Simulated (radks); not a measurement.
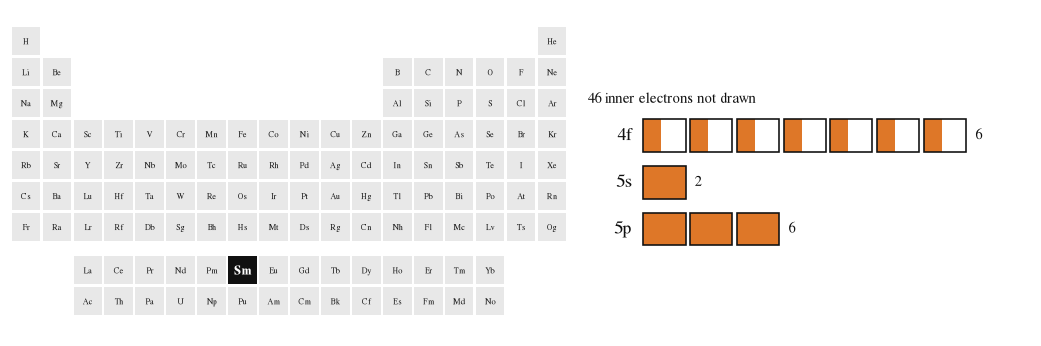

Left, the place of samarium in the periodic table; right, the outer shells as the input fills them: a box for each of the 2l + 1 orbitals, shaded by the share of the shell that is filled, with the electron count at the right.

# Sm²⁺: atomic calculation

Sm²⁺ (Z = 62, 60 electrons) in the configuration [Xe] 4f6. Computed at this level: scalar-relativistic Kohn-Sham, r2SCAN, spin-unpolarised, spherical densities, finite nucleus (the in-house radial solver radks).

**Summary**

- outcome: converged
- total energy: −10427.0165 hartree
- kinetic energy: 11145.1373 hartree
- electron–nucleus energy: −25353.2774 hartree
- Hartree energy: 4016.5709 hartree
- exchange–correlation energy: −235.447379 hartree
- radius at density 0.001 e/bohr³: 3.51 bohr
- SCF iterations: 13
- hardware: 1 CPU thread, shared host

**The input**
```
Z 62
configuration [Xe] 4f6
relativity scalar-relativistic
functional r2scan,r2scan
spin unpolarised
nucleus finite rms 5.0819 fm
c 137.035999084
```

Energies in input and log are in hartree, lengths in bohr (the nuclear radius in fm).

**Output**
```
1s      1   2.0000       -1718.34658991
2s      1   2.0000        -281.96824315
2p      1   6.0000        -251.45875473
3s      1   2.0000         -62.44010905
3p      1   6.0000         -52.85067737
3d      1  10.0000         -39.87198434
4s      1   2.0000         -12.92845185
4p      1   6.0000          -9.76114465
4d      1  10.0000          -5.30082733
4f      1   6.0000          -0.55834112
5s      1   2.0000          -2.12463424
5p      1   6.0000          -1.36839303
Etot -10427.016508074392
Ekin 11145.137348458487
Encl -25353.277358407628
Eh 4016.5708806599832
Exc -235.44737878523435
err 2.2486877680621497e-07
it 13
```

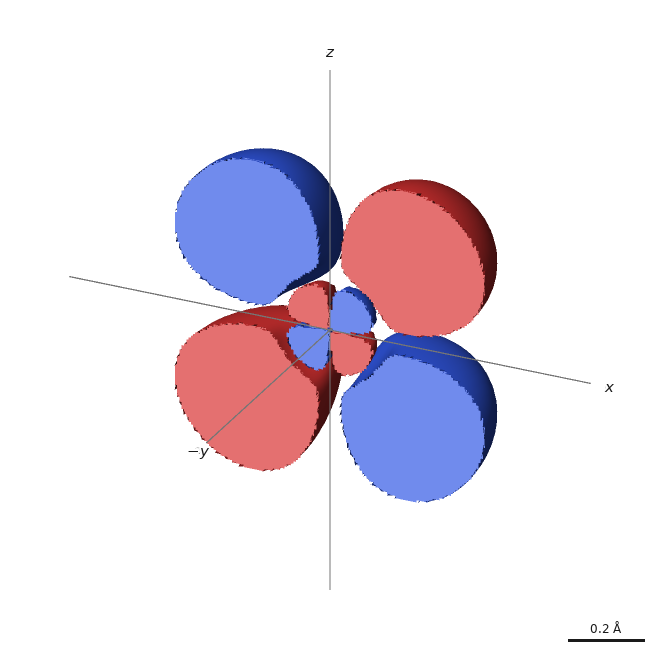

The 4d(xz) orbital. The radial function comes from the spherical calculation and is multiplied by a real spherical harmonic; the overall sign is chosen so that the largest lobe of P(r) is positive; at the scalar-relativistic level it is the large component. The surface of constant |ψ| that holds about 80 % of the electron is drawn, red where ψ is positive and blue where it is negative, with the half in front of the xz plane cut away and the cut face painted. It has the nodal planes xy and yz and 1 radial node, at r = 0.279 bohr. The outermost maximum of P² lies at 0.588 bohr, ⟨r⟩ = 0.671 bohr, 90 % of the charge lies within 1.01 bohr, and the eigenvalue is −144.2 eV, with 10 electrons in the shell.

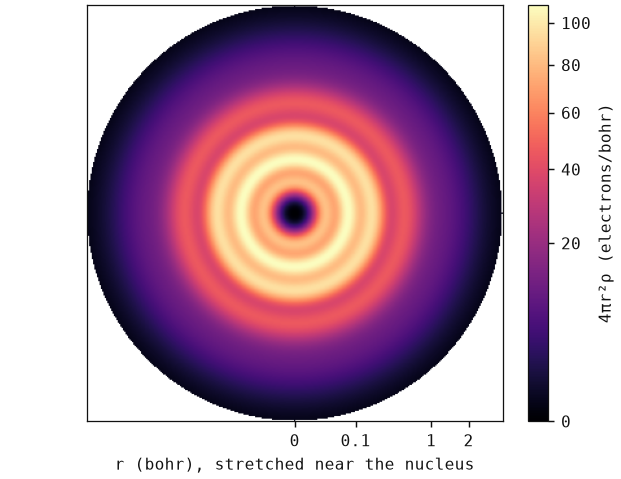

The radial density 4πr²ρ as a disc about the nucleus, with the radius drawn as r to the power 0.35. There are 4 maxima, at r = 0.0158, 0.0703, 0.196 and 0.541 bohr, parted by minima at 0.0304, 0.129 and 0.390 bohr, inside which lie 2.0, 11.2 and 29.2 electrons. The configuration has 5 principal shells, so not every shell has a maximum of its own.

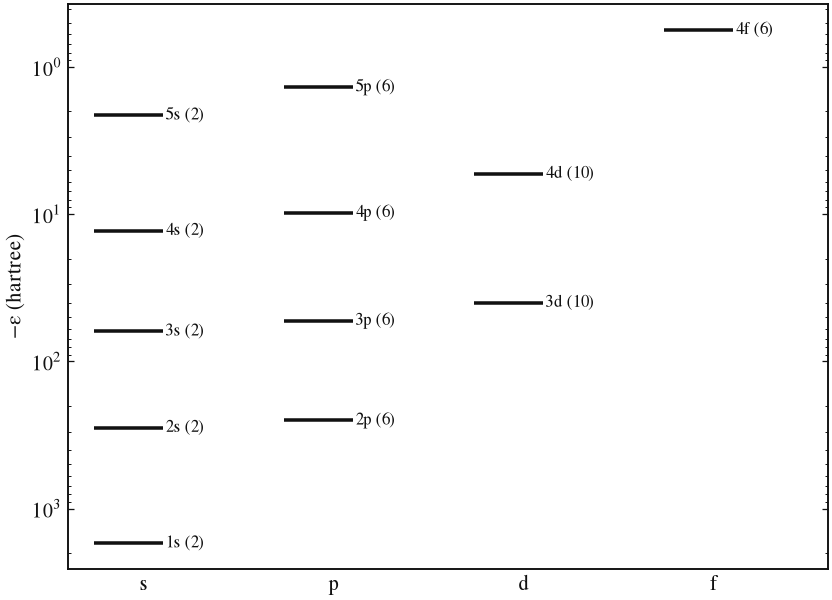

All occupied levels, on a logarithmic scale of binding energy, are drawn by angular momentum (occupations in brackets). The highest occupied level is 4f at −0.558 hartree. The highest 3 occupied levels, from the top down, are 4f (−0.558 hartree), 5p (−1.37 hartree), 5s (−2.12 hartree).
